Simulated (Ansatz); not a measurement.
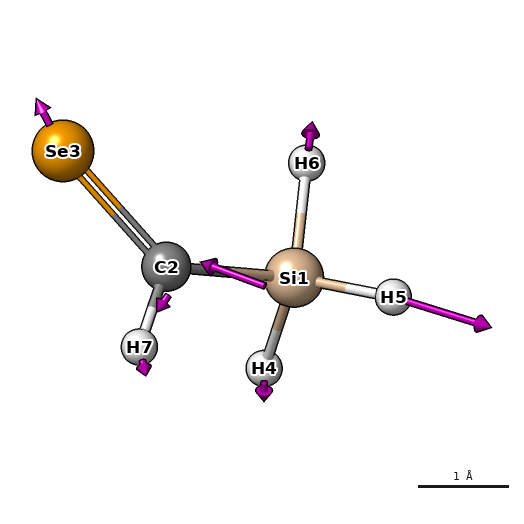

Arrows show the forces on the atoms, 0.3 Å of arrow for 1 eV/Å; forces under a tenth of the largest aren't drawn. Level of theory: PBE-D4/def2-TZVPP (Ansatz 0.2.0).

Question: On which atom is the force largest, and how large is it?

Answer: On H5: 3.83 eV/Å.

Question: Which bond do the forces act along most?

Answer: Si1–H5, now 1.338 Å: the forces push its atoms apart, so a first step downhill lengthens it.

List the force components in the frame of the picture (x right, y up, z towards the viewer), in eV/Å.

```csv
atom,Fx,Fy,Fz
Si1,−2.44,0.90,−1.25
C2,−0.46,−0.67,0.17
Se3,−0.54,1.05,0.05
H4,0.00,−0.77,−0.55
H5,3.17,−0.99,1.91
H6,0.14,1.06,−0.71
H7,0.13,−0.60,0.39
```
